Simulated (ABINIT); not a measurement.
**BeInCl3 (Pm-3m): third-order response**

Wanted: vibrational spectra of BeInCl3 (Pm-3m) from linear and non-linear response.

Calculated with ABINIT 10.8.3; DFT LDA, scalar-relativistic, plane waves, HGH norm-conserving pseudopotentials.

The structure was built from a prototype and need not be the compound's stable phase.

## Step 1: The starting structure

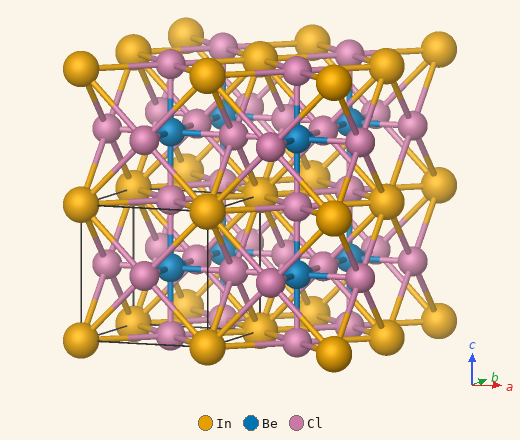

The cell as given, slightly off an axis (indium orange, beryllium blue, chlorine pink). 2×2×2 cells are drawn. Some periodic images of atoms are drawn too.

As a file:

```cif
data_structure
_symmetry_space_group_name_H-M 'Pm-3m'
_symmetry_Int_Tables_number 221
_cell_length_a 4.4296
_cell_length_b 4.4296
_cell_length_c 4.4296
_cell_angle_alpha 90.000
_cell_angle_beta 90.000
_cell_angle_gamma 90.000
_cell_volume 86.91
loop_
_atom_site_label
_atom_site_type_symbol
_atom_site_symmetry_multiplicity
_atom_site_Wyckoff_symbol
_atom_site_fract_x
_atom_site_fract_y
_atom_site_fract_z
_atom_site_occupancy
In1 In 1 a 0.00000 0.00000 0.00000 1
Be1 Be 1 b 0.50000 0.50000 0.50000 1
Cl1 Cl 3 c 0.50000 0.50000 0.00000 1
```

## Step 2: A first look

A first run with smearing and empty bands tells whether the crystal has a gap, which decides between fixed occupations and smearing later on.

probe.abi

```
# ground state
tolvrs 1.0d-08
prtden 1
prtwf 1

# basis, mesh and filling
ecut 40.0
ixc 7
ngkpt 4 4 4
nshiftk 1
shiftk 0.0 0.0 0.0
istwfk *1
occopt 7
tsmear 0.005
nband 20
nstep 100
diemac 9.0
prtebands 0
prtgsr 0

# cell and atoms
acell 8.370730842 8.370730842 8.370730842
rprim 
    1.0 0.0 0.0
    0.0 1.0 0.0
    0.0 0.0 1.0
ntypat 3
znucl 49 4 17
natom 5
typat 1 2 3 3 3
xred 
    0.0 0.0 0.0
    0.5 0.5 0.5
    0.5 0.5 0.0
    0.5 0.0 0.5
    0.0 0.5 0.5
pp_dirpath "./pseudo"
pseudos "In.hgh, Be.hgh, Cl.hgh"
```

The run is started by

```bash
OMP_NUM_THREADS=1 mpirun -n 4 abinit probe.abi > probe.log
```

Numbers of over 12 decimals in the logs are rounded to 6 here.

probe.abo, the main output file:

```text
[banners, grids, parts of the stress and lines that vanish by symmetry left out]
- input  file    -> probe.abi
- output file    -> probe.abo
- root for input  files -> probei
[...]
Symmetries : space group Pm -3 m (#221); Bravais cP (primitive cubic)
[...]
mpw =        7120          nfft =      110592          nkpt =          10
[...]
== DATASET  1 ==================================================================
[...]
cutoff_energies: {ecut:  40.0, pawecutdg:  -1.0, }
[...]
Exchange-correlation functional for the present dataset will be:
  LDA: Perdew-Wang 92 LSD fit to Ceperley-Alder data - ixc=7
[...]
ETOT  1  -48.254640288670    -4.825E+01 3.102E-02 2.166E+02
 ETOT  2  -48.317105869392    -6.247E-02 1.429E-02 2.983E+01
 ETOT  3  -48.323350621128    -6.245E-03 1.136E-03 7.713E-01
 ETOT  4  -48.323478699469    -1.281E-04 7.010E-04 1.905E-02
 ETOT  5  -48.323480223931    -1.524E-06 1.965E-04 1.029E-04
 ETOT  6  -48.323480232526    -8.595E-09 1.829E-04 5.259E-07
 ETOT  7  -48.323480232577    -5.095E-11 4.983E-05 6.354E-09
 At SCF step    7       vres2   =  6.35E-09 < tolvrs=  1.00E-08 =>converged.
[...]
sigma(1 1)= -1.36564136E-04  sigma(3 2)=  0.00000000E+00
  sigma(2 2)= -1.36564136E-04  sigma(3 1)=  0.00000000E+00
  sigma(3 3)= -1.36564136E-04  sigma(2 1)=  0.00000000E+00
[...]
convergence: {deltae: -5.095E-11, res2:  6.354E-09, residm:  4.983E-05, diffor: null, }
etotal    :  -4.83234802E+01
[...]
sigma(1 1)= -1.36564136E-04  sigma(3 2)=  0.00000000E+00
  sigma(2 2)= -1.36564136E-04  sigma(3 1)=  0.00000000E+00
  sigma(3 3)= -1.36564136E-04  sigma(2 1)=  0.00000000E+00
[...]
- sigma(1 1)= -4.01785559E+00  sigma(3 2)=  0.00000000E+00
- sigma(2 2)= -4.01785559E+00  sigma(3 1)=  0.00000000E+00
- sigma(3 3)= -4.01785559E+00  sigma(2 1)=  0.00000000E+00
[...]
fcart     -0.0000000000E+00 -0.0000000000E+00 -0.0000000000E+00
           strten     -1.3656413562E-04 -1.3656413562E-04 -1.3656413562E-04
================================================================================

[key lines of the parts left out:]
pressure_GPa:   4.0179E+00
```

Wall time 9.9 s (4 MPI ranks of Arm Neoverse V1, shared host); 39 s of CPU time.

Numbers from this step:

```yaml
volume_per_atom: 17.38 Å³
pressure: 4.018 GPa
gap_on_the_k_mesh: 1.989 eV
```

A gap of 2.0 eV opens on this mesh, so the crystal is taken as an insulator; the printed pressure holds the stress of the finite basis too.

## Step 3: Rough relaxation

The typed start is rough, so a first relaxation with smearing and loose thresholds takes it towards rest cheaply.

prerelax.abi

```
# relaxation
ionmov 2
optcell 2
dilatmx 1.15
chkdilatmx 0
ntime 40
tolmxf 3.0d-04
tolvrs 1.0d-10
prtwf 0
prtden 0
chksymtnons 0

# basis, mesh and filling
ecut 40.0
ecutsm 3.0
ixc 7
ngkpt 4 4 4
nshiftk 1
shiftk 0.0 0.0 0.0
istwfk *1
occopt 7
tsmear 0.005
nband 20
nstep 100
diemac 9.0
prtebands 0
prtgsr 0

# cell and atoms
acell 8.370730842 8.370730842 8.370730842
rprim 
    1.0 0.0 0.0
    0.0 1.0 0.0
    0.0 0.0 1.0
ntypat 3
znucl 49 4 17
natom 5
typat 1 2 3 3 3
xred 
    0.0 0.0 0.0
    0.5 0.5 0.5
    0.5 0.5 0.0
    0.5 0.0 0.5
    0.0 0.5 0.5
pp_dirpath "./pseudo"
pseudos "In.hgh, Be.hgh, Cl.hgh"
```

The run is started by

```bash
OMP_NUM_THREADS=1 mpirun -n 4 abinit prerelax.abi > prerelax.log
```

prerelax.abo, the main output file:

```text
[banners, grids, parts of the stress and lines that vanish by symmetry left out]
- input  file    -> prerelax.abi
- output file    -> prerelax.abo
- root for input  files -> prerelaxi
[...]
Symmetries : space group Pm -3 m (#221); Bravais cP (primitive cubic)
[...]
mpw =       10827          nfft =      216000          nkpt =          10
[...]
== DATASET  1 ==================================================================
[...]
cutoff_energies: {ecut:  40.0, pawecutdg:  -1.0, }
[...]
Exchange-correlation functional for the present dataset will be:
  LDA: Perdew-Wang 92 LSD fit to Ceperley-Alder data - ixc=7
[...]
ETOT  1  -48.244440456678    -4.824E+01 3.727E-02 4.408E+02
 ETOT  2  -48.315263935190    -7.082E-02 2.504E-03 7.236E+01
 ETOT  3  -48.323041450698    -7.778E-03 4.561E-04 1.397E+00
 ETOT  4  -48.323143213509    -1.018E-04 4.748E-04 3.718E-02
[...]
ETOT  7  -48.326090835976    -3.546E-12 1.539E-06 5.820E-12
 At SCF step    7       vres2   =  5.82E-12 < tolvrs=  1.00E-10 =>converged.
[...]
sigma(1 1)= -5.41595960E-07  sigma(3 2)=  0.00000000E+00
  sigma(2 2)= -5.41595960E-07  sigma(3 1)=  0.00000000E+00
  sigma(3 3)= -5.41595960E-07  sigma(2 1)=  0.00000000E+00
[...]
convergence: {deltae: -3.546E-12, res2:  5.820E-12, residm:  1.539E-06, diffor: null, }
etotal    :  -4.83260908E+01
[...]
At Broyd/MD step   4, gradients are converged :
[...]
sigma(1 1)= -5.41595960E-07  sigma(3 2)=  0.00000000E+00
  sigma(2 2)= -5.41595960E-07  sigma(3 1)=  0.00000000E+00
  sigma(3 3)= -5.41595960E-07  sigma(2 1)=  0.00000000E+00
[...]
- sigma(1 1)= -1.59343033E-02  sigma(3 2)=  0.00000000E+00
- sigma(2 2)= -1.59343033E-02  sigma(3 1)=  0.00000000E+00
- sigma(3 3)= -1.59343033E-02  sigma(2 1)=  0.00000000E+00
[...]
fcart     -0.0000000000E+00 -0.0000000000E+00 -0.0000000000E+00
           strten     -5.4159596035E-07 -5.4159596035E-07 -5.4159596035E-07
================================================================================

[key lines of the parts left out:]
pressure_GPa:   1.5934E-02
Total energy (etotal) [Ha]= -4.83260908359762E+01
```

The job ended after 75 s (4 MPI ranks; 5 min of CPU time).

The steps of the relaxation:

| step | energy less that of the first step (eV) | largest force (eV/Å) | volume (Å³) |
| --- | --- | --- | --- |
| 1 | 0.0000 | 0.0000 | 86.91 |
| 2 | -0.0277 | 0.0000 | 88.07 |
| 3 | -0.0799 | 0.0000 | 92.82 |
| 4 | -0.0802 | 0.0000 | 93.21 |

| conventional cell, symmetrised | before | after | change |
| --- | --- | --- | --- |
| a (Å) | 4.430 | 4.534 | +2.4 % |
| b (Å) | 4.430 | 4.534 | +2.4 % |
| c (Å) | 4.430 | 4.534 | +2.4 % |
| volume (Å³/atom) | 17.38 | 18.64 | +7.2 % |

The relaxed structure:

```xyz
5
Lattice="4.5341 0.0000 0.0000 0.0000 4.5341 0.0000 0.0000 0.0000 4.5341" Properties=species:S:1:pos:R:3 pbc="T T T"
In    0.0000    0.0000    0.0000
Be    2.2670    2.2670    2.2670
Cl    2.2670    2.2670    0.0000
Cl    2.2670    0.0000    2.2670
Cl    0.0000    2.2670    2.2670
```

This step gave:

```
volume per atom   : 18.64 Å³
pressure          : 0.01593 GPa
gap on the k-mesh : 1.843 eV
```

The volume changes by +7.2 % in this run and stands +7.2 % from the first cell.

## Step 4: Relaxing the cell and atoms

The harmonic expansion needs vanishing forces, and a free crystal bears no stress, so cell and atoms are brought to rest. Stress is more sensitive to the basis than forces are: the last 3 Ha under the cutoff are smoothed with ecutsm, and the cutoff is raised above that of the later runs.

relax.abi

```
# relaxation
ionmov 2
optcell 2
dilatmx 1.08
ntime 40
tolmxf 1.0d-05
tolvrs 1.0d-14
prtwf 0
prtden 0
chksymtnons 0

# basis, mesh and filling
ecut 49.0
ecutsm 3.0
ixc 7
ngkpt 4 4 4
nshiftk 1
shiftk 0.0 0.0 0.0
istwfk *1
occopt 1
nband 13
nstep 100
diemac 9.0
prtebands 0
prtgsr 0

# cell and atoms
acell 8.568183626 8.568183626 8.568183626
rprim 
    1.0 0.0 0.0
    0.0 1.0 0.0
    0.0 0.0 1.0
ntypat 3
znucl 49 4 17
natom 5
typat 1 2 3 3 3
xred 
    0.0 0.0 0.0
    0.5 0.5 0.5
    0.5 0.5 0.0
    0.5 0.0 0.5
    0.0 0.5 0.5
pp_dirpath "./pseudo"
pseudos "In.hgh, Be.hgh, Cl.hgh"
```

The run is started by

```bash
OMP_NUM_THREADS=1 mpirun -n 4 abinit relax.abi > relax.log
```

relax.abo, the main output file:

```text
[banners, grids, parts of the stress and lines that vanish by symmetry left out]
- input  file    -> relax.abi
- output file    -> relax.abo
- root for input  files -> relaxi
[...]
Symmetries : space group Pm -3 m (#221); Bravais cP (primitive cubic)
[...]
mpw =       13041          nfft =      216000          nkpt =          10
[...]
== DATASET  1 ==================================================================
[...]
cutoff_energies: {ecut:  49.0, pawecutdg:  -1.0, }
[...]
Exchange-correlation functional for the present dataset will be:
  LDA: Perdew-Wang 92 LSD fit to Ceperley-Alder data - ixc=7
[...]
ETOT  1  -48.215122171124    -4.822E+01 4.790E-02 3.940E+02
 ETOT  2  -48.321095633713    -1.060E-01 3.104E-05 5.416E+01
 ETOT  3  -48.327239243776    -6.144E-03 6.485E-05 1.713E+00
 ETOT  4  -48.327393171133    -1.539E-04 1.311E-06 4.264E-02
 ETOT  5  -48.327395264503    -2.093E-06 7.166E-08 5.934E-04
[...]
At SCF step   11       vres2   =  1.72E-15 < tolvrs=  1.00E-14 =>converged.
[...]
sigma(1 1)= -2.31017781E-07  sigma(3 2)=  0.00000000E+00
  sigma(2 2)= -2.31017781E-07  sigma(3 1)=  0.00000000E+00
  sigma(3 3)= -2.31017781E-07  sigma(2 1)=  0.00000000E+00
[...]
convergence: {deltae: -1.549E-12, res2:  1.724E-15, residm:  1.214E-18, diffor: null, }
etotal    :  -4.83273953E+01
[...]
ETOT  1  -48.327395288223    -4.833E+01 6.184E-12 4.855E-05
[...]
At SCF step    7       vres2   =  6.42E-16 < tolvrs=  1.00E-14 =>converged.
[...]
sigma(1 1)= -1.93417265E-07  sigma(3 2)=  0.00000000E+00
  sigma(2 2)= -1.93417265E-07  sigma(3 1)=  0.00000000E+00
  sigma(3 3)= -1.93417265E-07  sigma(2 1)=  0.00000000E+00
[...]
convergence: {deltae:  3.126E-13, res2:  6.421E-16, residm:  3.253E-19, diffor: null, }
etotal    :  -4.83273953E+01
[...]
ETOT  1  -48.327395233937    -4.833E+01 8.723E-10 1.285E-03
[...]
ETOT  7  -48.327395297117     1.300E-12 6.615E-18 1.626E-14
 ETOT  8  -48.327395297120    -3.162E-12 5.724E-20 9.873E-16
 At SCF step    8       vres2   =  9.87E-16 < tolvrs=  1.00E-14 =>converged.
[...]
sigma(1 1)= -5.88756166E-11  sigma(3 2)=  0.00000000E+00
  sigma(2 2)= -5.88756162E-11  sigma(3 1)=  0.00000000E+00
  sigma(3 3)= -5.88756158E-11  sigma(2 1)=  0.00000000E+00
[...]
convergence: {deltae: -3.162E-12, res2:  9.873E-16, residm:  5.724E-20, diffor: null, }
etotal    :  -4.83273953E+01
[...]
At Broyd/MD step   3, gradients are converged :
[...]
sigma(1 1)= -5.88756166E-11  sigma(3 2)=  0.00000000E+00
  sigma(2 2)= -5.88756162E-11  sigma(3 1)=  0.00000000E+00
  sigma(3 3)= -5.88756158E-11  sigma(2 1)=  0.00000000E+00
[...]
- sigma(1 1)= -1.73218044E-06  sigma(3 2)=  0.00000000E+00
- sigma(2 2)= -1.73218043E-06  sigma(3 1)=  0.00000000E+00
- sigma(3 3)= -1.73218042E-06  sigma(2 1)=  0.00000000E+00
[...]
fcart     -0.0000000000E+00 -0.0000000000E+00 -0.0000000000E+00
           strten     -5.8875616622E-11 -5.8875616188E-11 -5.8875615754E-11
================================================================================

[key lines of the parts left out:]
pressure_GPa:   1.7322E-06
Total energy (etotal) [Ha]= -4.83273952971198E+01
```

Wall time 43 s (4 MPI ranks); 2.8 min of CPU time.

Little changed from the start: no atom moved by 0.005 Å and no cell edge by 0.1 %.

Read from the output:

```yaml
pressure: 1.73e-6 GPa
```

The volume changes by +0.0 % in this run and stands +7.3 % from the first cell.

## Step 5: Self-consistent run for the response

First-order wavefunctions inherit every error of the ground state, hence the very tight tolvrs. The mesh is shifted off Γ, since shifted meshes converge sums over the zone faster.

gs.abi

```
# ground state
tolvrs 1.0d-16
prtden 1
prtwf 1

# basis, mesh and filling
ecut 40.0
ixc 7
ngkpt 4 4 4
nshiftk 1
shiftk 0.5 0.5 0.5
istwfk *1
occopt 1
nband 13
nstep 100
diemac 9.0
prtebands 0
prtgsr 0

# cell and atoms
acell 8.568548509 8.568548509 8.568548509
rprim 
    1.0 0.0 0.0
    0.0 1.0 0.0
    0.0 0.0 1.0
ntypat 3
znucl 49 4 17
natom 5
typat 1 2 3 3 3
xred 
    0.0 0.0 0.0
    0.5 0.5 0.5
    0.5 0.5 0.0
    0.5 0.0 0.5
    0.0 0.5 0.5
pp_dirpath "./pseudo"
pseudos "In.hgh, Be.hgh, Cl.hgh"
```

The run is started by

```bash
OMP_NUM_THREADS=1 mpirun -n 4 abinit gs.abi > gs.log
```

gs.abo, the main output file:

```text
[banners, grids, parts of the stress and lines that vanish by symmetry left out]
- input  file    -> gs.abi
- output file    -> gs.abo
- root for input  files -> gsi
[...]
Symmetries : space group Pm -3 m (#221); Bravais cP (primitive cubic)
[...]
mpw =        7625          nfft =      125000          nkpt =           4
[...]
== DATASET  1 ==================================================================
[...]
cutoff_energies: {ecut:  40.0, pawecutdg:  -1.0, }
[...]
Exchange-correlation functional for the present dataset will be:
  LDA: Perdew-Wang 92 LSD fit to Ceperley-Alder data - ixc=7
[...]
ETOT  1  -48.238620408725    -4.824E+01 3.568E-02 2.310E+02
 ETOT  2  -48.319226165082    -8.061E-02 7.257E-06 3.665E+01
 ETOT  3  -48.326565582124    -7.339E-03 6.087E-05 9.907E-01
 ETOT  4  -48.326705208708    -1.396E-04 1.284E-06 1.890E-02
 ETOT  5  -48.326706602763    -1.394E-06 4.524E-08 5.574E-04
[...]
ETOT 11  -48.326706637778     1.329E-12 2.914E-19 1.899E-15
 ETOT 12  -48.326706637778    -1.350E-13 4.239E-21 7.565E-18
 At SCF step   12       vres2   =  7.56E-18 < tolvrs=  1.00E-16 =>converged.
[...]
sigma(1 1)=  1.23079582E-05  sigma(3 2)=  0.00000000E+00
  sigma(2 2)=  1.23079582E-05  sigma(3 1)=  0.00000000E+00
  sigma(3 3)=  1.23079582E-05  sigma(2 1)=  0.00000000E+00
[...]
convergence: {deltae: -1.350E-13, res2:  7.565E-18, residm:  4.239E-21, diffor: null, }
etotal    :  -4.83267066E+01
[...]
sigma(1 1)=  1.23079582E-05  sigma(3 2)=  0.00000000E+00
  sigma(2 2)=  1.23079582E-05  sigma(3 1)=  0.00000000E+00
  sigma(3 3)=  1.23079582E-05  sigma(2 1)=  0.00000000E+00
[...]
- sigma(1 1)=  3.62112632E-01  sigma(3 2)=  0.00000000E+00
- sigma(2 2)=  3.62112632E-01  sigma(3 1)=  0.00000000E+00
- sigma(3 3)=  3.62112632E-01  sigma(2 1)=  0.00000000E+00
[...]
fcart     -0.0000000000E+00 -0.0000000000E+00 -0.0000000000E+00
           strten      1.2307958208E-05  1.2307958208E-05  1.2307958208E-05
================================================================================

[key lines of the parts left out:]
pressure_GPa:  -3.6211E-01
```

Wall time 4.7 s (4 MPI ranks).

Read from the output:

| Quantity | Value |
| --- | --- |
| pressure | -0.3621 GPa |

The cell stands at -0.36 GPa: the relaxation ran with a smoothed and higher cutoff and on another k mesh.

## Step 6: The gap at rest

Empty bands on the ground state's density check that the gap assumed so far is there in this cell.

gap.abi

```
# empty bands on the ground state's density
iscf -2
getden_filepath "gso_DEN"
tolwfr 1.0d-12
nbdbuf 2
prtwf 0

# basis, mesh and filling
ecut 40.0
ixc 7
ngkpt 4 4 4
nshiftk 1
shiftk 0.0 0.0 0.0
istwfk *1
occopt 1
nband 17
nstep 100
diemac 9.0
prtebands 0
prtgsr 0

# cell and atoms
acell 8.568548509 8.568548509 8.568548509
rprim 
    1.0 0.0 0.0
    0.0 1.0 0.0
    0.0 0.0 1.0
ntypat 3
znucl 49 4 17
natom 5
typat 1 2 3 3 3
xred 
    0.0 0.0 0.0
    0.5 0.5 0.5
    0.5 0.5 0.0
    0.5 0.0 0.5
    0.0 0.5 0.5
pp_dirpath "./pseudo"
pseudos "In.hgh, Be.hgh, Cl.hgh"
```

The run is started by

```bash
OMP_NUM_THREADS=1 mpirun -n 4 abinit gap.abi > gap.log
```

gap.abo, the main output file:

```text
[banners, grids, parts of the stress and lines that vanish by symmetry left out]
- input  file    -> gap.abi
- output file    -> gap.abo
- root for input  files -> gapi
[...]
Symmetries : space group Pm -3 m (#221); Bravais cP (primitive cubic)
[...]
mpw =        7664          nfft =      125000          nkpt =          10
[...]
== DATASET  1 ==================================================================
[...]
cutoff_energies: {ecut:  40.0, pawecutdg:  -1.0, }
[...]
Exchange-correlation functional for the present dataset will be:
  LDA: Perdew-Wang 92 LSD fit to Ceperley-Alder data - ixc=7
[...]
-outvars: echo values of variables after computation
            acell      8.5685485090E+00  8.5685485090E+00  8.5685485090E+00 Bohr
================================================================================
```

Run time: 13 s. Hardware: 4 MPI ranks; 51 s of CPU time.

Numbers from this step:

```yaml
gap_on_the_k_mesh: 1.844 eV
```

In this cell the gap on the mesh is 1.8 eV, indirect (smallest direct 2.6 eV), so fixed occupations hold.

(Continued in part 2 of 3.)

[Host names and launcher messages were left out of these logs when they were recorded.]

[Logs are printed without paths, hosts, clocks, repeated set-up lines and the standing remarks that a program may print on its own settings, such as how far it seeks lower states.]

[Hosts, paths, dates, database ids (printed as entryN), source tags and the programs' standing remarks are cut or masked in the printed files.]
